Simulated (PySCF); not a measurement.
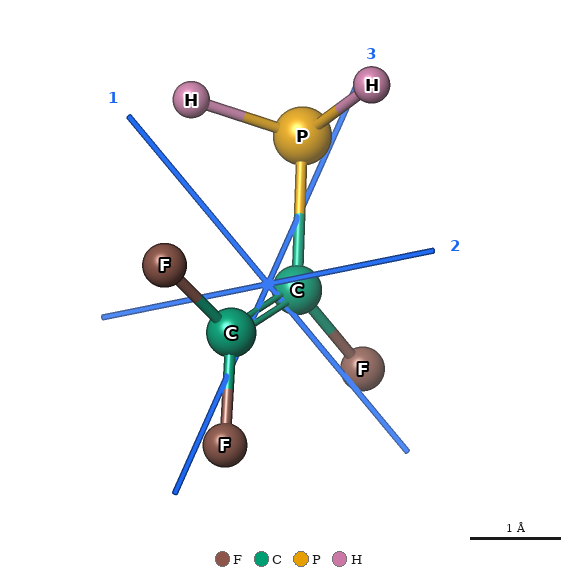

The three principal axes of inertia are drawn and numbered. Atoms fade into the background with distance from the viewer. The geometry was computed by an optimisation with PBE0-D3(BJ)/def2-SVP. No frequency run is at hand to confirm it as a minimum. Masses are those of the most abundant isotopes; constants are for the rigid equilibrium geometry.

Which line is the a axis (least moment of inertia), which b and which c?

Answer. a is line 3, b is line 1, c is line 2; the moments are 117, 238, 350 u Å².

What kind of rotor is it, and what are its rotational constants in GHz?

Answer. An asymmetric top (C1): A = 4.33, B = 2.13, C = 1.44 GHz. Ray's parameter κ is −0.53, nearer the prolate limit.
